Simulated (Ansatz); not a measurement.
Cubic perovskite BaLiF3 was calculated with r²SCAN (PAW; Ansatz, a quantum-chemistry and plane-wave program).

Settings: plane-wave cutoff 560 eV, 8×8×8 k mesh, Fermi–Dirac smearing 0.01 eV, scalar-relativistic PAW data made under PBE.

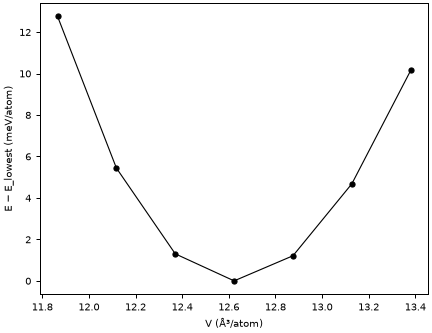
Figure: Total energy against volume

### Question
From the curve, estimate the equilibrium volume and the bulk modulus.

### Answer
V0 ≈ 12.6 Å³/atom and B0 ≈ 80 GPa; the fit gives V0 = 12.622 Å³/atom, B0 = 80.0 GPa, B′ = 4.8.

Note: the relaxation could not lower the start's symmetry, so the cell can be a saddle point above a distorted one.

Spin–orbit coupling is not included.

Computing time: roughly 110 core-seconds.
